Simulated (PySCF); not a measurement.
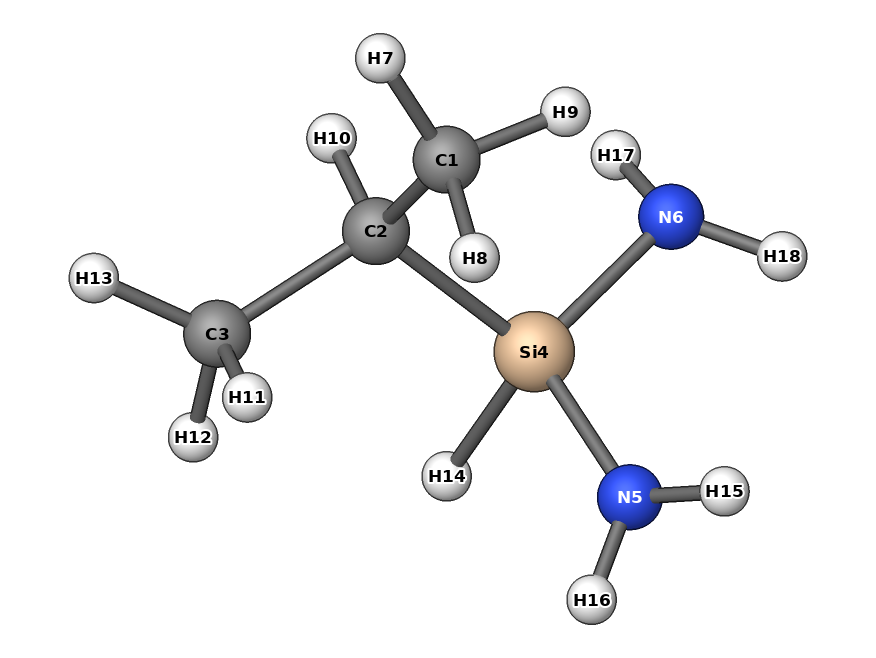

The questions are on isotropic NMR shieldings of the H atoms. Geometry: a frame of a GFN2-xTB molecular-dynamics simulation, not a minimum. Method: GIAO PBE0/pcSseg-1 NMR shielding, non-relativistic, gas phase (PySCF 2.14.0).

Which H atom is the most shielded (lowest chemical shift)?

H11 (32.23 ppm).

Which H atom is the least shielded (highest chemical shift)?

H14 (25.29 ppm).

How wide is the range of H shifts?

6.94 ppm.

List the isotropic NMR shieldings of the H atoms.

```
atom  σ (ppm)
  H7    28.95
  H8    29.70
  H9    28.48
 H10    30.46
 H11    32.23
 H12    30.34
 H13    28.87
 H14    25.29
 H15    31.67
 H16    32.03
 H17    29.82
 H18    31.29
```
